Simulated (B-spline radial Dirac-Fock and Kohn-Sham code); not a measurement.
The ion S⁵⁺ ([Ne] 3s1). Level of theory: the impulse approximation on the Dirac–Fock momentum density (average of configuration); calculated with a B-spline radial code.

Before looking at the plot, say what to expect. Its caption: The total Compton profile J(pz).

J(0) = 1.88 a.u.⁻¹; the profile falls to half at pz ≈ 2.1 a.u. and is 0.925 at 2.2 a.u. and 0.373 at 4.4 a.u. Its area over all pz is the number of electrons, 11.

The computed plot:

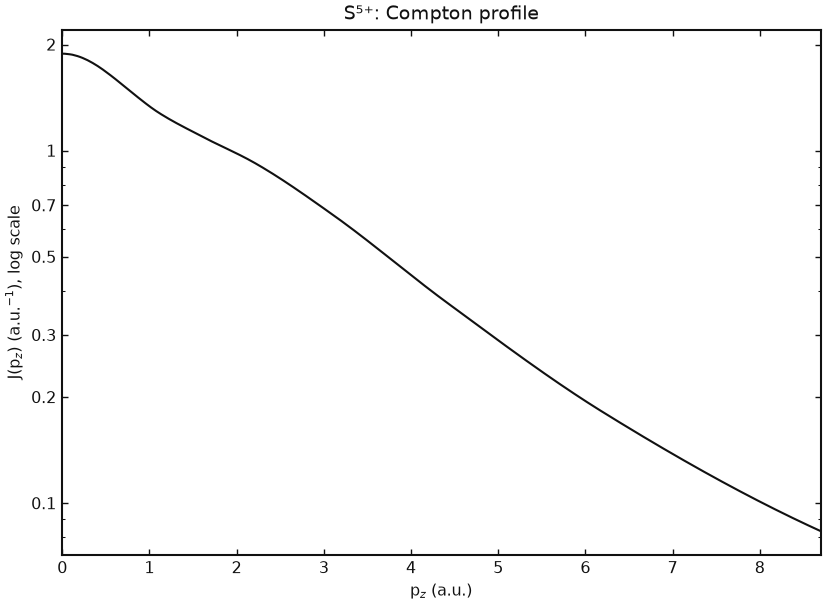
